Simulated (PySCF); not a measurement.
System: C6H9FO2.

```csv
atom,x (Å),y (Å),z (Å)
C,2.4914,-1.2396,-0.3231
C,1.4643,-0.1471,-0.2131
O,1.6575,0.6829,0.9504
C,0.3480,0.5007,1.3771
F,-0.3827,1.6482,1.2781
C,0.0481,-0.4984,0.2621
C,-1.2137,-0.3862,-0.5847
O,-1.6479,-1.6882,-0.1982
C,-0.4583,-1.9114,0.5493
H,3.4937,-0.8040,-0.4485
H,2.2846,-1.8781,-1.1957
H,2.5015,-1.8666,0.5811
H,1.4570,0.4742,-1.1278
H,0.2758,0.1620,2.4267
H,-1.9105,0.4119,-0.2791
H,-1.0283,-0.3068,-1.6718
H,-0.6576,-2.1377,1.6125
H,0.1601,-2.7235,0.1259
```

Geometry: PBE0-D3(BJ)/def2-SVP.

Theory: PBE0/pcSseg-1, SCF density, gas phase, non-relativistic (PySCF 2.14.0).

> What will maps of the electron density and electron localisation function show?

C–C (1.52 Å): ρ at the midpoint is about 1.7 e/Å³; the ELF peaks at about 0.95 between the atoms; a covalent bond.
C–O (1.43 Å): ρ is about 2 e/Å³ halfway, with its minimum of 1.8 e/Å³ about 0.5 Å from C; the ELF peaks at about 0.90 between the atoms, as expected for a shared but strongly polarised pair.

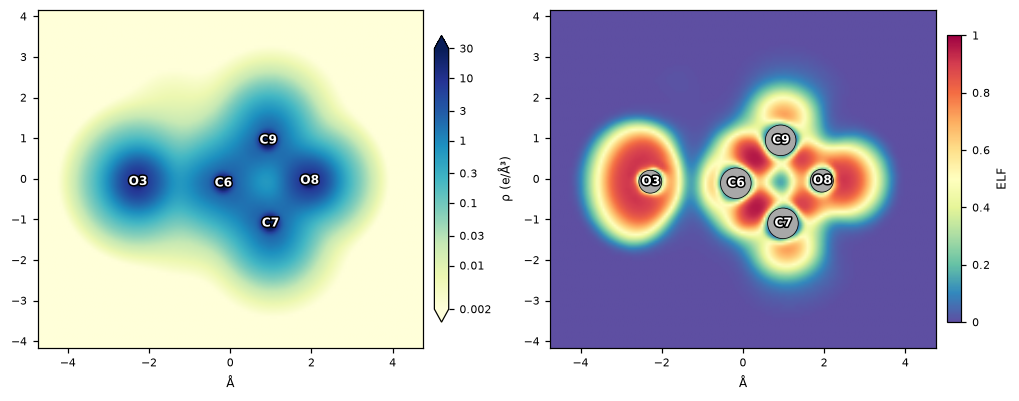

Computed electron density and electron localisation function on the plane of atoms C7, C6 and C9, in this order. Grey discs cover the atomic cores in the ELF map. 
